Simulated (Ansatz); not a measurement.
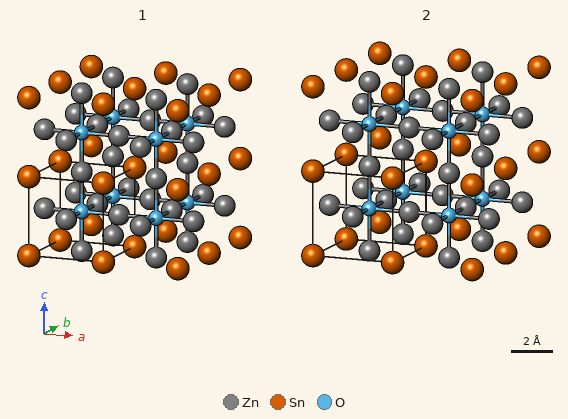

Two geometries of crystalline Zn3SnO (a generated structure, set up in Pm-3m) (coarse preliminary run), drawn at one scale. One is the start of a relaxation, the other its converged end. Style: ball-and-stick. Shown: the cell of the calculation, repeated 2 × 2 × 2 with one cell outlined, slightly off an axis.

The calculation used DFT PBEsol, scalar-relativistic, plane waves, PAW in Ansatz 0.2.0. Set-up: plane-wave cutoff 420 eV; k-point mesh 6 × 6 × 6; occupations gaussian; smearing width 0.1 eV; no spin polarisation; cell and atoms relaxed; force threshold 0.05 eV/Å; at most 80 steps.

Which of the two is the end point?

Answer. Structure 2 is the relaxed one. The energy falls by 1.086 eV per cell of the calculation in 4 accepted moves (6 points after the start). All forces vanish by symmetry, so only the cell relaxes. The pressure goes from 29.56 to 0.09 GPa. At 2 points the geometry stayed and the basis and grid were re-selected for the new cell (energy shift of 61.4 meV per cell of the calculation at most each time). The atoms keep their places relative to the cell (all moves are under 0.005 Å). The drawn cell changes as follows: a = b = c 3.985 → 4.263 Å (+7.0 %); the volume changes by +22.4 %. Among the contacts that change: O–Zn 1.992 → 2.131 Å. The space group stays Pm-3m (No. 221). Cost: 8.2 s on 2 threads of Intel(R) Xeon(R) 6975P-C (Granite Rapids) (shared host), peak memory 0.46 GiB.
